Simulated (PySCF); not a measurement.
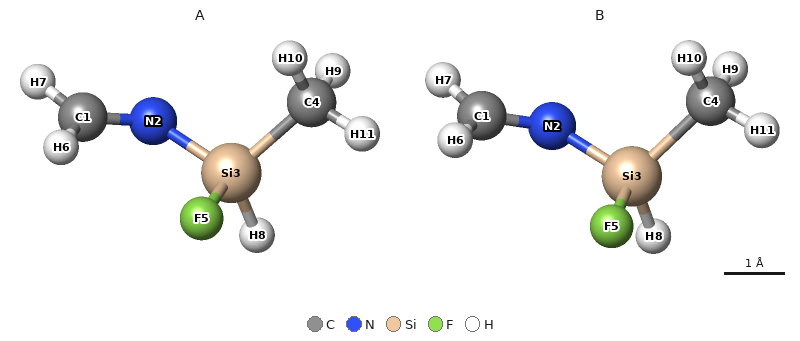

Two geometries of C₂H₆FNSi, drawn at one scale. One is the start of a relaxation, the other its converged end. A ball-and-stick model, seen at a tilt.

These are results of PBE0-D3(BJ)/def2-SVP geometry optimisation, gas phase (PySCF), not measurements. 

Which one is relaxed?

Answer. Structure A is the relaxed one. The start comes from GFN2-xTB. F5 moves most after the best rigid fit: 0.21 Å. Largest moves by element: F 0.21 Å, H 0.16 Å, N 0.11 Å, Si 0.06 Å, C 0.03 Å. Among the contacts that change: Si3–H8 1.451 → 1.486 Å, Si3–C4 1.889 → 1.855 Å, N2–Si3 1.718 → 1.739 Å, C1–H6 1.094 → 1.110 Å. Among the angles between lasting bonds that change: C1–N2–Si3 134.8° → 126.9°, N2–Si3–F5 114.0° → 110.4°, C4–Si3–H8 116.8° → 113.4°. After 7 geometry steps the energy has fallen by 7.91 kJ/mol. Largest force component: 0.76 eV/Å at the start, 0.016 eV/Å at the end. The run took about 26 core-seconds on a shared host.
